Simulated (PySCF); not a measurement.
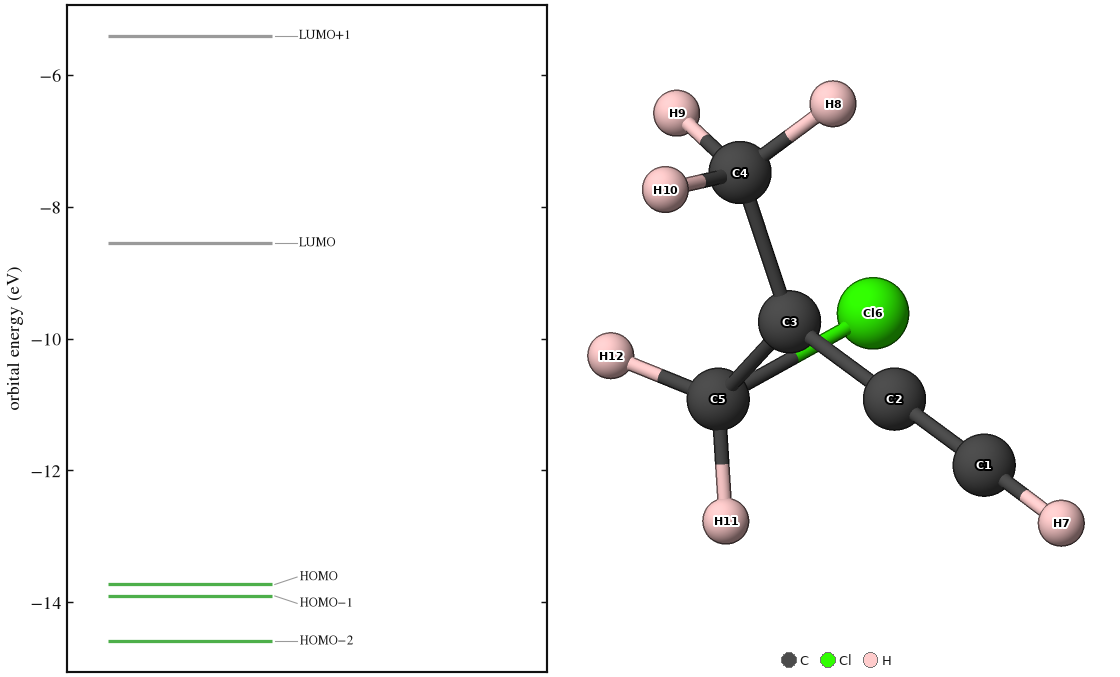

C₅H₆Cl⁺, SMILES C#C[C+](C)CCl. Kohn-Sham orbital energies near the frontier, PBE0/def2-SVPD in PySCF 2.14.0, at a GFN2-xTB geometry (no frequency check), isolated molecule; empty levels in grey, levels within 0.03 eV side by side.

Q: Where do the frontier orbitals lie?

A: HOMO at −13.73 eV, LUMO at −8.55 eV, 5.18 eV apart.

Q: On which atoms do HOMO and LUMO mostly sit?

A: HOMO: C1 39 %, C2 37 %, Cl6 9 %. LUMO: C3 37 %, Cl6 21 %, C1 18 % (Löwdin shares).

Q: List the levels with the atoms that carry most of them (a dash for levels above zero or within 0.03 eV of another, where shares mean little).

A:
| orbital | energy (eV) | Löwdin shares |
| --- | --- | --- |
| LUMO+1 | −5.40 | Cl6 44 %, C5 38 %, H12/H11 4 % each |
| LUMO | −8.55 | C3 37 %, Cl6 21 %, C1 18 % |
| HOMO | −13.73 | C1 39 %, C2 37 %, Cl6 9 % |
| HOMO−1 | −13.91 | C2 35 %, C1 32 %, Cl6 24 % |
| HOMO−2 | −14.59 | Cl6 75 %, C5 11 % |

Caveats: the tight-binding geometry is rougher than a DFT one and adds to the error; one conformer of a flexible molecule.
